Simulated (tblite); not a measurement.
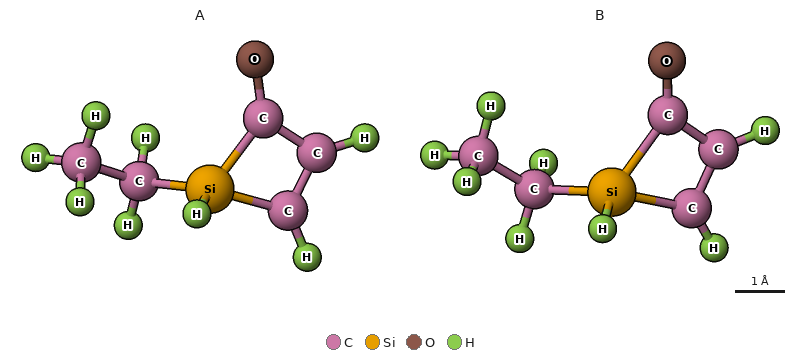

Two geometries of C5H8OSi, drawn at one scale. One is the start of a relaxation, the other its converged end. The picture is a ball-and-stick view, seen at a tilt.

Theory: GFN2-xTB geometry optimisation, gas phase (tblite 0.8.0). 

Which one is relaxed?

Structure B is the relaxed one. The energy falls by 18.7 kcal/mol in 105 geometry steps. The atom that moves furthest after the best rigid fit is an H atom (0.54 Å). By element the largest moves are H 0.54 Å, O 0.43 Å, C 0.25 Å, Si 0.07 Å. Some distances before and after: C–Si 1.822 → 1.955 Å, C–Si 1.817 → 1.906 Å, C–O 1.263 → 1.205 Å, C–C 1.428 → 1.478 Å. Bond angles that change, for instance: C–Si–C 110.9° → 119.1°, Si–C–O 131.8° → 139.1°, C–C–Si 105.0° → 112.3°. Groups turn about C–Si by about 25°.
